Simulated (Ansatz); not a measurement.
**NaI (Fm-3m): given cell or relaxed cell?**

How far does the choice of cell move the gap? The case is NaI (Fm-3m).

Method: PBE, HSE06 and G0W0, plane waves, PAW, in Ansatz 0.2.0.

### 1. The structure

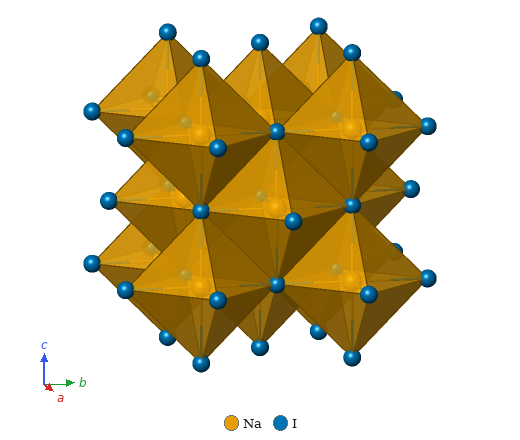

The starting structure, seen slightly off an axis (sodium orange, iodine blue). This picture shows the conventional cell, with its axes. Some periodic images of atoms are drawn too.

The cell and positions come from the Crystallography Open Database and are kept as given unless a step says otherwise. Spin-orbit coupling is left out unless a step names it. The default PAW set here is soft_2. Its files were made with PBE.

### 2. PBE bands at the given cell

Levels along a band path, at the cheap level, show where the edges lie and whether the meshes to come will hold them.

This step: DFT, PBE, plane waves, PAW.

input.yaml reads:

```yaml
crystal:
  lattice:
    - [0.0, 3.2364, 3.2364]
    - [3.2364, 0.0, 3.2364]
    - [3.2364, 3.2364, 0.0]
  atoms:
    - { symbol: Na, position: [0.0, 0.0, 0.0] }
    - { symbol: I, position: [0.5, 0.5, 0.5] }
kpoints:
  mp_grid: { grid: [6, 6, 6] }
  band_path:
    path:
      - [[0.0, 0.0, 0.0], [0.5, 0.0, 0.5], [0.625, 0.25, 0.625]]
      - [[0.375, 0.375, 0.75], [0.0, 0.0, 0.0], [0.5, 0.5, 0.5], [0.5, 0.25, 0.75], [0.5, 0.0, 0.5]]
    npoints: 10
hamiltonian:
  xc: pbe
scf:
  occupations: { method: fermi_dirac, width: 0.02 }
  n_extra_bands: 4
output:
  eigenvalues: true
  write_density: true
  write_potential: true
  elf: true
  volumetric_format: npy
```

Command:

```
$ ansatz run input.yaml --threads 3 --pin off --max-ram 92160MiB --backend cuda --events-out ev --progress --plain --runs-dir out --devices 1 --max-vram 13GiB
```

Numbers of over 12 decimals in the logs are rounded to 6 here.

The log of the run:

```text
scf.n_extra_bands = 4 over 13 filled bands (N_el = 26.0): the run solves 17 bands
GPUs: using 1 of 1 available (devices: 1).
Engine: ansatz 0.2.0, x86_64-unknown-linux-gnu
Pseudopotentials: kind: paw
Pseudopotential: Na, paw, valence charge 9, recommended cutoff 420 eV (normal), Na.paw.azcp
Pseudopotential: I, paw, valence charge 17, recommended cutoff 420 eV (normal), I.paw.azcp
Functional definition: PBE
  parameter kappa = 0.804
  parameter beta = 0.066725
  exchange = pbe_x(kappa = kappa, mu = beta*pi^2/3)
  correlation = pbe_c(beta = beta)
device memory: the entry about to start is reckoned to put 0.8 GiB on a device that reports 44.4 GiB free (of which the cap on the GPU budget leaves the run 13.0 GiB)
GPU FFT provider: cuFFT
GPU libraries: cuBLAS 13.8.2, cuFFT 12.4.0, cuSOLVER 12.3.4
Crystal: 2 atoms, lattice volume = 67.798 Å³
Basis set: ecut = 420 eV, 1363 PW (Γ)
Bands: 17, of which v1, the nominal top of the filled ones, is band 13 counted from 1 (12 counted from 0)
Symmetry: 48 space group operations
Space group: Fm-3m (ITA 225), of the structure as read, at distance tolerance 4.1e-5 Å
k-points: 16 of 216
Non-local potential: Na, projectors of the file, l = 0: 3, l = 1: 2, l = 2: 1
Non-local potential: I, projectors of the file, l = 0: 2, l = 1: 2, l = 2: 2, l = 3: 2
PAW form: soft (Blöchl's): semilocal exchange-correlation on the pseudo side does not see the compensation charge
PAW one-centre angular grid: Na, 110 points (default); XC on 64 Gauss nodes
PAW one-centre angular grid: I, 590 points (default); XC on 64 Gauss nodes
Initial density: superposition of atomic densities (neutral atoms: chi_scale 0, normalization atom), corrected by the library's trained network
Initial wavefunctions: pseudopotential atomic-orbital guess
GPU buffer pool allocated for 32768 grid points (all kernels)
GPU transforms: local potential and band sums: pruned to the plane-wave sphere, on 30×32×32
Functional: x = pbe(κ = 0.804, μ = 0.219515), c = pbe(β = 0.066725)
SCF iter   1: F=—  HF=-9001.882545 eV  |F-HF|=—  |Δ(HF+E_count)|=         —  Δρ=5.29e-4  dr2=3.99e-4  ethr=1.77e-3  ⟨swp⟩=6.3  Hψ=1478  notcnv=0
preconditioner: auto → none  [insulator: Δε(μ)=3.642 eV  Ē_g=10.593 eV  σ=0.020 eV  W_gap=1.00  n_scr=14 (ndim 8)  ℏωp=12.8 eV  f_vac=0.068  D(μ)=0.00/eV (n_scr^D=0)  ε∞_Penn≈2.4]
SCF iter   2: F=—  HF=-9001.882811 eV  |F-HF|=—  |Δ(HF+E_count)|=   2.66e-4  Δρ=7.78e-4  dr2=9.77e-4  ethr=1.53e-6  ⟨swp⟩=3.1  Hψ=734  notcnv=0
SCF iter   3: F=—  HF=-9001.882604 eV  |F-HF|=—  |Δ(HF+E_count)|=   2.07e-4  Δρ=4.74e-4  dr2=3.61e-4  ethr=1.53e-6  ⟨swp⟩=2.1  Hψ=337  notcnv=0
SCF iter   4: F=—  HF=-9001.882546 eV  |F-HF|=—  |Δ(HF+E_count)|=   5.81e-5  Δρ=1.69e-4  dr2=4.38e-5  ethr=1.39e-6  ⟨swp⟩=2.0  Hψ=333  notcnv=0
SCF iter   5: F=—  HF=-9001.882579 eV  |F-HF|=—  |Δ(HF+E_count)|=   3.33e-5  Δρ=3.21e-5  dr2=1.60e-6  ethr=1.69e-7  ⟨swp⟩=2.6  Hψ=446  notcnv=0
SCF iter   6: F=—  HF=-9001.882578 eV  |F-HF|=—  |Δ(HF+E_count)|=   6.01e-7  Δρ=1.21e-5  dr2=2.06e-7  ethr=6.14e-9  ⟨swp⟩=2.3  Hψ=382  notcnv=0
SCF iter   7: F=-9001.882578 eV  HF=-9001.882578 eV  |F-HF|=5.99e-8  |Δ(HF+E_count)|=   5.19e-8  Δρ=7.06e-6  dr2=7.83e-8  ethr=3.85e-10  ⟨swp⟩=3.2  Hψ=957  notcnv=0
SCF 1 converged in 7 iterations: F = -9001.882578 eV  dr2 = 7.83e-8
[...]
device memory: the entry about to start is reckoned to put 1.2 GiB on a device that reports 44.5 GiB free (of which the cap on the GPU budget leaves the run 13.0 GiB)
NSCF: frozen V_eff on 62 k-points, pencils in batches of 32, up to order 76
SCF converged after 7 iterations
Free energy (F): -9001.882578 eV
Harris-Foulkes:  -9001.882578 eV  (|F-HF|=5.99e-8)
Internal energy: -9001.882578 eV  (E = F + TS)
E sigma→0 (E₀):  -9001.882578 eV
Fermi energy:    4.867444 eV
--- Per-component energies (eV) ---
  E_band       = -614.430601
  E_kinetic    = 309.814989
  E_local      = -3350.242028  (includes V_loc(G=0)·N_el)
  E_nonlocal   = 24.969767
  E_hartree    = 1519.080566
  E_xc         = -167.305979
  E_vxc        = -179.044775  (∫ρ·V_xc dr)
  E_paw        = -5080.349735  (= ΣΔE_a)
  E_vpaw       = -458.074464  (= ΣTr[D̂ρ^β])
  E_aug_tail   = -0.000041  (compensation charges beyond the density's cutoff)
  E_ewald      = -2257.850118
  E_smearing   = -0.000000  (= −TS)
  E_closure    = 0.000000  (closes the sum)
  Σ components = -9001.882578   (vs F -9001.882578, Δ=0.00e0)
--- Band table (eV; the first three rows and the last of 16) ---
  k-point 0: bands = [... 9 lower, -7.9836, 3.0331, 3.0331, 3.0331, 6.6773, 10.9945, 10.9945, 10.9945]
  k-point 1: bands = [... 9 lower, -7.9100, 2.3012, 2.9581, 2.9581, 7.4881, 10.5009, 11.1836, 11.1836]
  k-point 2: bands = [... 9 lower, -7.7541, 1.2739, 2.8181, 2.8181, 8.1409, 10.7585, 10.7585, 11.0380]
  k-point 15: bands = [... 9 lower, -7.5879, 1.3663, 1.9303, 2.1473, 8.3967, 9.5480, 11.6148, 11.6742]
```

Wall time 3 s (1 × NVIDIA H100 80GB HBM3 (shared by 6 runs) with 3 threads of AMD EPYC 7R13 (Zen 3), shared host); peak memory 0.93 GiB; 2.6 s of CPU time.

In the SCF lines HF is the Harris–Foulkes energy and dr2 the Hartree energy of the density residual, in eV; the loop may stop once dr2 is under the threshold and the program's other checks hold. Hψ counts applications of the Hamiltonian.

This step gave:

```yaml
filled_bands: 13
gap: 3.644 eV
valence_top_at: Γ
conduction_bottom_at: Γ
least_direct_gap: 3.644 eV
```

The gap is direct, at Γ.

### 3. The relaxed cell

Cell and ions were relaxed with PBE; that run is not shown. It left this cell:

Symmetry: Fm-3m, No. 225, cubic system. Conventional cell: a = 6.528 Å, b = 6.528 Å, c = 6.528 Å, α = 90.00°, β = 90.00°, γ = 90.00°. Nearest to Na lie 6 I at 3.26 Å. I has 6 Na at 3.26 Å nearest. Farther neighbours and most contacts between anions are not listed.

### 4. PBE at the relaxed cell

The cell differs from the one that the last finished run ended in (a 4.577 → 4.616 Å, b 4.577 → 4.616 Å, c 4.577 → 4.616 Å).

input.yaml, the sections that differ from step 2:

```yaml
crystal:
  lattice:
    - [0.0, 3.2640962164, 3.2640962164]
    - [3.2640962164, 0.0, 3.2640962164]
    - [3.2640962164, 3.2640962164, 0.0]
  atoms:
    - { symbol: Na, position: [0.0, 0.0, 0.0] }
    - { symbol: I, position: [0.5, 0.5, 0.5] }
output:
  eigenvalues: true
# kpoints, hamiltonian, scf: as in step 2
```

The log of the run:

```text
[...]
GPUs: using 1 of 1 available (devices: 1).
[...]
GPU FFT provider: cuFFT
GPU libraries: cuBLAS 13.8.2, cuFFT 12.4.0, cuSOLVER 12.3.4
Crystal: 2 atoms, lattice volume = 69.553 Å³
Basis set: ecut = 420 eV, 1363 PW (Γ)
Bands: 17, of which v1, the nominal top of the filled ones, is band 13 counted from 1 (12 counted from 0)
[... 1 set-up line as in the run before ...]
[...]
k-points: 16 of 216
[...]
Fermi energy:    4.604017 eV
[...]
--- Band table (eV; the first three rows and the last of 16) ---
  k-point 0: bands = [... 9 lower, -8.1502, 2.8027, 2.8027, 2.8027, 6.3802, 10.7615, 10.7615, 10.7615]
  k-point 1: bands = [... 9 lower, -8.0819, 2.1010, 2.7319, 2.7319, 7.1766, 10.2586, 10.9385, 10.9385]
  k-point 2: bands = [... 9 lower, -7.9378, 1.1150, 2.5995, 2.5995, 7.8773, 10.5030, 10.5030, 10.6850]
  k-point 15: bands = [... 9 lower, -7.7840, 1.2092, 1.7507, 1.9576, 8.1208, 9.3240, 11.3011, 11.3613]
[key lines of the parts left out:]
SCF converged after 7 iterations
Free energy (F): -9001.884872 eV
```

Elapsed: 8.4 s, on 1 × NVIDIA H100 80GB HBM3 (shared by 6 runs) with 3 threads; peak memory 0.92 GiB.

Numbers from this step:

```
gap                  : 3.578 eV
valence top at       : Γ
conduction bottom at : Γ
least direct gap     : 3.578 eV
```

The gap is direct, at Γ.

### 5. HSE06 at the relaxed cell

The screened hybrid is the usual rung above semilocal functionals: a quarter of exact exchange, cut off beyond a few ångström.

This step: DFT, HSE06, plane waves, PAW.

input.yaml, the sections that differ from step 4:

```yaml
kpoints:
  mp_grid: { grid: [4, 4, 4] }
  band_path:
    path:
      - [0.0, 0.0, 0.0]
      - [0.5, 0.0, 0.5]
      - [0.625, 0.25, 0.625]
      - [0.375, 0.375, 0.75]
      - [0.5, 0.5, 0.5]
      - [0.5, 0.25, 0.75]
    npoints: 1
hamiltonian:
  xc: hse06
scf:
  occupations: { method: fixed }
  n_extra_bands: 4
# crystal, output: as in step 4
```

The log of the run:

```text
[...]
GPUs: using 1 of 1 available (devices: 1).
[...]
davidson cushion auto → on  (no smearing: the cushion is to keep the highest requested band from converging to the state above it; pin scf.eigensolver.cushion to override)
[...]
GPU FFT provider: cuFFT
GPU libraries: cuBLAS 13.8.2, cuFFT 12.4.0, cuSOLVER 12.3.4
Crystal: 2 atoms, lattice volume = 69.553 Å³
Basis set: ecut = 420 eV, 1363 PW (Γ)
[...]
Internal energy: -9006.879153 eV  (E = F + TS)
E sigma→0 (E₀):  -9006.879153 eV
Fermi energy:    2.105293 eV
[...]
--- Band table (eV; the first three rows and the last of 8) ---
  k-point 0: bands = [... 9 lower, -9.7720, 2.1053, 2.1053, 2.1053, 6.7085, 11.1197, 11.1197, 11.1197]
  k-point 1: bands = [... 9 lower, -9.6128, 0.8102, 1.9558, 1.9558, 7.9961, 10.6389, 11.1623, 11.1623]
  k-point 2: bands = [... 9 lower, -9.4404, -0.1275, 1.8175, 1.8175, 8.1675, 10.6229, 10.6229, 11.9387]
  k-point 7: bands = [... 9 lower, -9.3474, 0.6643, 0.6643, 1.1708, 8.9570, 10.6022, 10.6022, 11.1001]
[key lines of the parts left out:]
Free energy (F): -9006.879153 eV
```

It took 14 s on 1 × NVIDIA H100 80GB HBM3 (shared by 6 runs) with 3 threads; peak memory 1.1 GiB.

Numbers from this step:

| Quantity | Value |
| --- | --- |
| gap | 4.603 eV |
| valence top at | Γ |
| conduction bottom at | Γ |
| least direct gap | 4.603 eV |

The gap stands +1.03 eV against PBE.

### 6. G0W0 at the relaxed cell

G0W0 replaces the xc potential by the self-energy, built once from these orbitals. Only a window of levels is corrected, while the sums run over the empty bands that the input names.

This step: G0W0 on PBE, plane waves, PAW.

input.yaml reads:

```yaml
crystal:
  lattice:
    - [0.0, 3.2640962164, 3.2640962164]
    - [3.2640962164, 0.0, 3.2640962164]
    - [3.2640962164, 3.2640962164, 0.0]
  atoms:
    - { symbol: Na, position: [0.0, 0.0, 0.0] }
    - { symbol: I, position: [0.5, 0.5, 0.5] }
kpoints:
  mp_grid: { grid: [4, 4, 4] }
hamiltonian:
  xc: pbe
scf:
  occupations: { method: fixed }
gw:
  n_empty_bands: 207
  ecut_chi: 120
  qp_bands: [v2, c2]
  qp_kpoints: band_edges
  screening: { model: contour_deformation }
```

The log of the run:

```text
GPUs: using 1 of 1 available (devices: 1).
[...]
GPU FFT provider: cuFFT
GPU libraries: cuBLAS 13.8.2, cuFFT 12.4.0, cuSOLVER 12.3.4
Crystal: 2 atoms, lattice volume = 69.553 Å³
Basis set: ecut = 420 eV, 1363 PW (Γ)
Bands: 17, of which v1, the nominal top of the filled ones, is band 13 counted from 1 (12 counted from 0)
[... 1 set-up line as in the run before ...]
[...]
k-points: 8 of 64
[...]
1    15     10.2689    -4.6934    -3.5992    -8.8689  0.8089    10.8506    10.8452  root
[...]
6    12      2.0976   -16.7899     1.8003   -13.4585  0.7841     0.5247     0.5664  root
     6    13      2.0976   -16.7899     1.8003   -13.4585  0.7841     0.5247     0.5664  root
     6    14      7.2839    -4.4094    -3.2053    -8.2363  0.8292     7.9099     7.9055  root
     6    15      8.4174    -3.2606    -3.1421    -6.8018  0.8281     8.8184     8.8165  root
[key lines of the parts left out:]
SCF converged after 8 iterations
Free energy (F): -9001.879868 eV
Fermi energy:    2.807609 eV
```

Elapsed: 12 s, on 1 × NVIDIA H100 80GB HBM3 (shared by 6 runs) with 3 threads; peak memory 1.1 GiB; 6.8 s of CPU time.

This step gave:

```
bands summed                                 : 220
RPA ε∞ on this mesh (eigenvalues)            : 3.158, 3.158, 3.158
plane waves in the screening matrix          : 181
G0W0 gap on the mesh                         : 5.536 eV
k of the valence top                         : 0, 0, 0
k of the conduction bottom                   : 0, 0, 0
starting gap on the mesh                     : 3.575 eV
least direct G0W0 gap on the computed points : 5.536 eV
```

The gap on the mesh goes from 3.58 eV to 5.54 eV, a correction of +1.96 eV. Between the two edge states, bare exchange in place of the xc potential would open the gap by 6.78 eV, and correlation takes back 4.82 eV.

### 7. G0W0 at the given cell

input.yaml, the sections that differ from step 6:

```yaml
crystal:
  lattice:
    - [0.0, 3.2364, 3.2364]
    - [3.2364, 0.0, 3.2364]
    - [3.2364, 3.2364, 0.0]
  atoms:
    - { symbol: Na, position: [0.0, 0.0, 0.0] }
    - { symbol: I, position: [0.5, 0.5, 0.5] }
gw:
  n_empty_bands: 202
  ecut_chi: 120
  qp_bands: [v2, c2]
  qp_kpoints: band_edges
  screening: { model: contour_deformation }
# kpoints, hamiltonian, scf: as in step 6
```

The log of the run:

```text
GPUs: using 1 of 1 available (devices: 1).
[...]
GPU FFT provider: cuFFT
GPU libraries: cuBLAS 13.8.2, cuFFT 12.4.0, cuSOLVER 12.3.4
Crystal: 2 atoms, lattice volume = 67.798 Å³
Basis set: ecut = 420 eV, 1363 PW (Γ)
Bands: 17, of which v1, the nominal top of the filled ones, is band 13 counted from 1 (12 counted from 0)
[... 1 set-up line as in the run before ...]
[...]
k-points: 8 of 64
[...]
1    15     10.5540    -4.8221    -3.6440    -9.0453  0.8091    11.1385    11.1332  root
[...]
6    12      2.2948   -16.8329     1.8093   -13.4981  0.7853     0.7297     0.7693  root
     6    13      2.2948   -16.8329     1.8093   -13.4981  0.7853     0.7297     0.7693  root
     6    14      7.5352    -4.5127    -3.2362    -8.3657  0.8294     8.1563     8.1520  root
     6    15      8.6040    -3.3381    -3.1690    -6.9037  0.8284     9.0024     9.0006  root
[key lines of the parts left out:]
SCF converged after 8 iterations
Free energy (F): -9001.877046 eV
Fermi energy:    3.038382 eV
```

Wall time 12 s (1 × NVIDIA H100 80GB HBM3 (shared by 6 runs) with 3 threads); peak memory 1.1 GiB.

Numbers from this step:

```
bands summed                                 : 215
RPA ε∞ on this mesh (eigenvalues)            : 3.208, 3.208, 3.208
plane waves in the screening matrix          : 181
G0W0 gap on the mesh                         : 5.596 eV
k of the valence top                         : 0, 0, 0
k of the conduction bottom                   : 0, 0, 0
starting gap on the mesh                     : 3.642 eV
least direct G0W0 gap on the computed points : 5.596 eV
```

The gap on the mesh goes from 3.64 eV to 5.60 eV, a correction of +1.95 eV. Between the two edge states, bare exchange in place of the xc potential would open the gap by 6.82 eV, and correlation takes back 4.86 eV.

### 8. Together

G0W0 rows are gaps on the mesh, lowered by the amount that the mesh misses the start's edges, a rough step that assumes the same correction there.

```
   level  given cell (eV)  relaxed cell (eV)  change (eV)
     PBE             3.64               3.58        −0.07
   HSE06                -               4.60            -
G0W0@PBE             5.60               5.54        −0.06
```

### 9. Outcome

- volume change: +2.6 %
- PBE, given cell: 3.64 eV
- PBE, relaxed cell: 3.58 eV
- HSE06, relaxed cell: 4.60 eV
- G0W0@PBE, relaxed cell: 5.54 eV
- G0W0@PBE, given cell: 5.60 eV
- known limits: not at the basis limit; no spin-orbit coupling

Relaxation changes the volume by +2.6 % and the gap by −0.07 eV (PBE) and −0.06 eV (G0W0@PBE). Bands and cutoff are finite, so the gap is not at the basis limit. The miss can reach some tenths of an eV and take either sign; the mesh is an error of its own. The many-body steps are scalar-relativistic: spin-orbit coupling is not in them.

[Paths, hosts, dates, memory and timing lines, banners, echoed tables and standing remarks are left out of the program output.]

[Logs are printed without paths, hosts, clocks, repeated set-up lines and the standing remarks that a program may print on its own settings, such as how far it seeks lower states.]

[Runs of the session that timed out or met a known fault of the program may be left out.]

[Cells called generated may have been cut or substituted from an entry of the Crystallography Open Database or the Materials Project.]

[Hosts, paths, dates, database ids (printed as entryN), source tags and the programs' standing remarks are cut or masked in the printed files.]
